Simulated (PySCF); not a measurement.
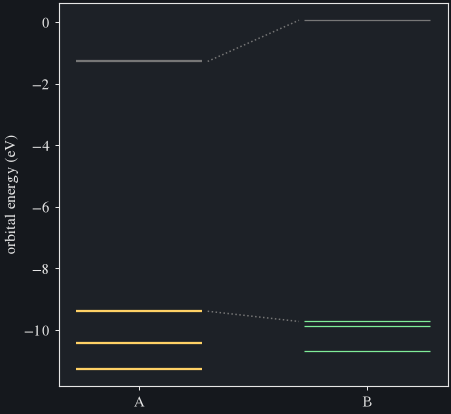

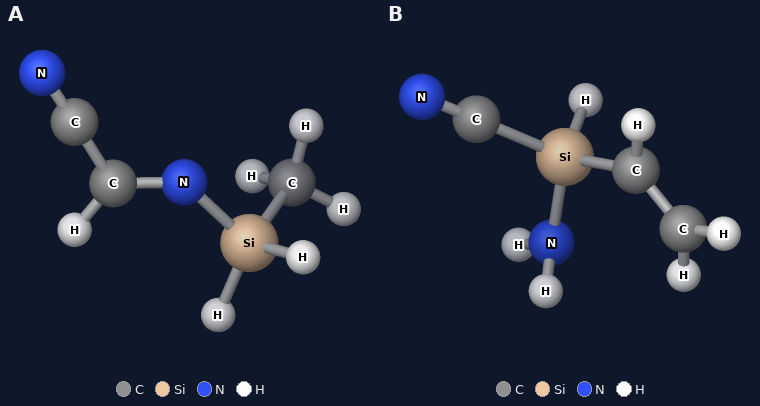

Related molecules: A is C₃H₆N₂Si, SMILES C[SiH2]/N=C/C#N; B is C₃H₆N₂Si, SMILES C=C[Si@@H](N)C#N. Frontier orbital energies, CAM-B3LYP/def2-SVPD with PySCF, at a GFN2-xTB geometry (no frequency check); drawn are at most three filled levels and, in grey, the LUMO with any level within 0.03 eV of it; dotted lines join the HOMOs and the LUMOs.

What does the change do to the frontier levels?

Answer. From A to B the HOMO falls by 0.33 eV and the LUMO rises by 1.34 eV, so the separation goes from 8.11 to 9.79 eV.

Caveats, for all or some of the runs: empty levels above zero depend strongly on the basis; one conformer of a flexible molecule; the tight-binding geometry is rougher than a DFT one and adds to the error.
